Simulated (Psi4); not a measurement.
Interaction calculation of BP2NH8 (part 3 of 3)

BP2NH8, SMILES BN.PP; MP2/3-21G, RHF (Psi4 1.11). The geometry comes from this level: GFN2-xTB.

Geometry of the input (Å):
```
B  0.0789  -2.5598  0.1320
N  1.1569  -1.7506  0.4174
H  -0.3680  -3.2338  0.9796
H  -0.3721  -2.5427  -0.9500
H  1.6029  -1.1523  -0.2593
H  1.6046  -1.7104  1.3180
P  0.2131  1.1191  -0.1888
P  -1.2849  2.6654  -0.2652
H  0.0094  0.8533  1.1658
H  -0.6723  0.1142  -0.5729
H  -1.1134  2.8888  -1.6322
H  -0.3916  3.6875  0.0607
```

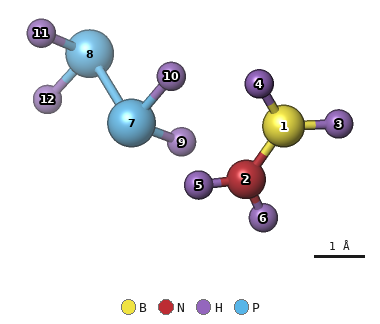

Fig. 1: The structure (ball-and-stick view, seen at a tilt; atoms are numbered from 1 in the order of the input).

### Log, continued
```
       Center              X                  Y                   Z               Mass
    ------------   -----------------  -----------------  -----------------  -----------------
      Gh(B)           0.149137185821    -4.837226449641     0.249481643083    11.009305360000
      Gh(N)           2.186186360020    -3.308230144272     0.788809479289    14.003074004430
      Gh(H)          -0.695343625124    -6.111071933550     1.851156815237     1.007825032230
      Gh(H)          -0.703185988544    -4.805101105508    -1.795277613707     1.007825032230
      Gh(H)           3.029098698280    -2.177474722581    -0.490062676115     1.007825032230
      Gh(H)           3.032330129955    -3.232263154028     2.490753519660     1.007825032230
         P            0.402681740074     2.114811404261    -0.356761395225    30.973761998420
         P           -2.428090201339     5.036838220273    -0.501193162994    30.973761998420
         H            0.017820117363     1.612559994637     2.202948230752     1.007825032230
         H           -1.270462874145     0.215731134482    -1.082718583581     1.007825032230
         H           -2.103964376301     5.459021933961    -3.084354290189     1.007825032230
         H           -0.739978956207     6.968402882148     0.114725273077     1.007825032230

  Running in c1 symmetry.

  Rotational constants: A =      0.43746  B =      0.03513  C =      0.03350 [cm^-1]
  Rotational constants: A =  13114.61395  B =   1053.19247  C =   1004.45262 [MHz]
  Nuclear repulsion =   91.199616122739002

  Charge       = 0
  Multiplicity = 1
  Electrons    = 34
  Nalpha       = 17
  Nbeta        = 17

  ==> Iterations <==

                           Total Energy        Delta E     RMS |[F,P]|

   @DF-RHF iter SAD:  -679.98509031890114   -6.79985e+02   0.00000e+00
   @DF-RHF iter   1:  -680.23194694674942   -2.46857e-01   2.88269e-03 DIIS/ADIIS
   @DF-RHF iter   2:  -680.26172016283897   -2.97732e-02   6.05958e-04 DIIS/ADIIS
   @DF-RHF iter   3:  -680.26316694217144   -1.44678e-03   1.53204e-04 DIIS/ADIIS
   @DF-RHF iter   4:  -680.26328874438650   -1.21802e-04   3.32684e-05 DIIS
   @DF-RHF iter   5:  -680.26329467346534   -5.92908e-06   3.91490e-06 DIIS
   @DF-RHF iter   6:  -680.26329477751585   -1.04051e-07   6.06350e-07 DIIS
   @DF-RHF iter   7:  -680.26329478018692   -2.67107e-09   9.53083e-08 DIIS
   @DF-RHF iter   8:  -680.26329478025389   -6.69615e-11   1.98747e-08 DIIS
   @DF-RHF iter   9:  -680.26329478025548   -1.59162e-12   3.68615e-09 DIIS
  Energy and wave function converged.

  ==> Post-Iterations <==

    Orbital Energies [Eh]
    ---------------------

    Doubly Occupied:

       1A    -79.394236     2A    -79.392013     3A     -7.470711
       4A     -7.469673     5A     -5.354330     6A     -5.353770
       7A     -5.353334     8A     -5.352806     9A     -5.351238
      10A     -5.350312    11A     -0.958650    12A     -0.809481
      13A     -0.572654    14A     -0.506730    15A     -0.472957
      16A     -0.458044    17A     -0.341135

    Virtual:

      18A      0.112575    19A      0.160268    20A      0.168073
      21A      0.178943    22A      0.203827    23A      0.256456
      24A      0.258401    25A      0.279715    26A      0.329086
      27A      0.403277    28A      0.417907    29A      0.517720
      30A      0.586801    31A      0.600893    32A      0.610415
      33A      0.619939    34A      0.640405    35A      0.674144
      36A      0.697226    37A      0.770478    38A      0.810775
      39A      0.909829    40A      0.940918    41A      1.031900
      42A      1.066081    43A      1.229368    44A      1.252579
      45A      1.267633    46A      1.292642    47A      1.391789
      48A      1.792769    49A      1.983733    50A      2.227539
      51A      2.486440    52A      2.612357    53A      2.620967
      54A      2.864692    55A      3.642866    56A      4.830830
      57A      5.095609    58A      5.123632    59A     12.158670
      60A     25.354185

    Final Occupation by Irrep:
              A
    DOCC [    17 ]
    NA   [    17 ]
    NB   [    17 ]

  @DF-RHF Final Energy:  -680.26329478025548

   => Energetics <=

    Nuclear Repulsion Energy =             91.1996161227390019
    One-Electron Energy =               -1123.0016723763053506
    Two-Electron Energy =                 351.5387614733108421
    Total Energy =                       -680.2632947802555918

Computation Completed

Properties will be evaluated at   0.000000,   0.000000,   0.000000 [a0]

Properties computed using the SCF density matrix

 Multipole Moments:

 ------------------------------------------------------------------------------------
     Multipole            Electronic (a.u.)      Nuclear  (a.u.)        Total (a.u.)
 ------------------------------------------------------------------------------------

 L = 1.  Multiply by 2.5417464519 to convert [e a0] to [Debye]
 Dipole X            :         34.4699534          -34.4777130           -0.0077596
 Dipole Y            :       -121.5256958          121.5304603            0.0047645
 Dipole Z            :         14.7043612          -14.7187177           -0.0143565
 Magnitude           :                                                    0.0170006

 ------------------------------------------------------------------------------------

	total time  =          1 seconds =       0.02 minutes

  //>>>>>>>>>>>>>>>>>>>>>>>>>>>>>>>>>>>//
  //               DFMP2               //
  //<<<<<<<<<<<<<<<<<<<<<<<<<<<<<<<<<<<//

   => Auxiliary Basis Set <=

  Basis Set: (3-21G AUX)
    Blend: DEF2-SVP-RI
    Number of shells: 120
    Number of basis functions: 332
    Number of Cartesian functions: 376
    Spherical Harmonics?: true
    Max angular momentum: 3

	 --------------------------------------------------------
	                 NBF =    60, NAUX =   332
	 --------------------------------------------------------
	   CLASS    FOCC     OCC    AOCC    AVIR     VIR    FVIR
	   PAIRS      10      17       7      43      43       0
	 --------------------------------------------------------

	-----------------------------------------------------------
	 ==================> DF-MP2 Energies <====================
	-----------------------------------------------------------
	 Reference Energy          =    -680.2632947802554781 [Eh]
	 Singles Energy            =      -0.0000000000000000 [Eh]
	 Same-Spin Energy          =      -0.0166957529614018 [Eh]
	 Opposite-Spin Energy      =      -0.1043403214783168 [Eh]
	 Correlation Energy        =      -0.1210360744397186 [Eh]
	 Total Energy              =    -680.3843308546952358 [Eh]
	-----------------------------------------------------------
	 ================> DF-SCS-MP2 Energies <==================
	-----------------------------------------------------------
	 SCS Same-Spin Scale       =       0.3333333333333333 [-]
	 SCS Opposite-Spin Scale   =       1.2000000000000000 [-]
	 SCS Same-Spin Energy      =      -0.0055652509871339 [Eh]
	 SCS Opposite-Spin Energy  =      -0.1252083857739801 [Eh]
	 SCS Correlation Energy    =      -0.1307736367611141 [Eh]
	 SCS Total Energy          =    -680.3940684170165696 [Eh]
	-----------------------------------------------------------

	total time  =          0 seconds =       0.00 minutes

    Psi4 run time: 0:00:01.12

  //>>>>>>>>>>>>>>>>>>>>>>>>>>>>>>>>>>>//
  //          ManyBody Results         //
  //<<<<<<<<<<<<<<<<<<<<<<<<<<<<<<<<<<<//

   ==> N-Body: Counterpoise Corrected (CP) energies <==

              MC n-Body  Total Energy            Interaction Energy                          N-body Contribution to Interaction Energy
                         [Eh]                    [Eh]                  [kcal/mol]            [Eh]                  [kcal/mol]
              §A  1     -761.588521277730        0.000000000000        0.000000000000        0.000000000000        0.000000000000
     FULL/RTN §A  2     -761.583453264781        0.005068012948        3.180226138357        0.005068012948        3.180226138357

   MC Legend: §A: "(auto)"

   ==> N-Body: Non-Counterpoise Corrected (NoCP) energies <==

              MC n-Body  Total Energy            Interaction Energy                          N-body Contribution to Interaction Energy
                         [Eh]                    [Eh]                  [kcal/mol]            [Eh]                  [kcal/mol]
              §A  1     -761.588521277730        0.000000000000        0.000000000000        0.000000000000        0.000000000000
     FULL/RTN §A  2     -761.589953024985       -0.001431747255       -0.898434966834       -0.001431747255       -0.898434966834

   MC Legend: §A: "(auto)"

[set-up sections that repeat, and orbital energies of the middle runs, are left out above]
```

### Key numbers

- outcome: converged
- hardware: 1 thread of AMD EPYC (Zen 3), 24 GiB of memory available, shared host
- wall time: 8.1 s
- peak memory: 0.23 GiB
